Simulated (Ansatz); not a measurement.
Breaking the C3–H4 bond in C2H3B (SMILES BC#C) (multiplicity 1 held, fragments rigid). Energies count from the point at 1.064 Å.
Geometry at that point (charge 0, multiplicity 1):
```tsv
atom	x (Å)	y (Å)	z (Å)
B	-1.1934	-0.0518	-0.7150
C	0.0924	0.0040	0.0554
C	1.1293	0.0490	0.6766
H	2.0411	0.0886	1.2230
H	-1.9546	0.8608	-0.6666
H	-1.4500	-1.0086	-1.3734
```

R- and RO- levels are restricted; in cc, def2 and unpolarised 6-31G sets they are followed outwards from rest. U- levels take the lowest unrestricted solution at each point, which mixes spins at long bonds. Curves can end on different states.

Frozen-core correlation.

Run with Ansatz (a first-principles code) with Gaussian orbitals. 

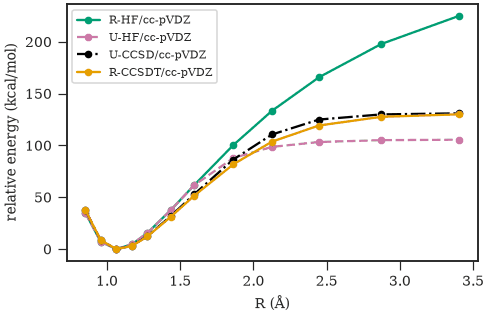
Fig. 1. Relative energy along the coordinate

### Question
Read off the R-HF/cc-pVDZ curve at R = 2.127.

### Answer
about 130 kcal/mol

Doubts at one or more of the structures used: a restricted determinant that unrestricted orbitals would lower (R-HF/cc-pVDZ, R-CCSDT/cc-pVDZ); a spin-contaminated determinant (U-HF/cc-pVDZ, U-CCSD/cc-pVDZ); T1 above 0.05 (U-CCSD/cc-pVDZ, R-CCSDT/cc-pVDZ); the program's own flag: large difference (U-CCSD/cc-pVDZ); other coupled-cluster roots lie near (R-CCSDT/cc-pVDZ).
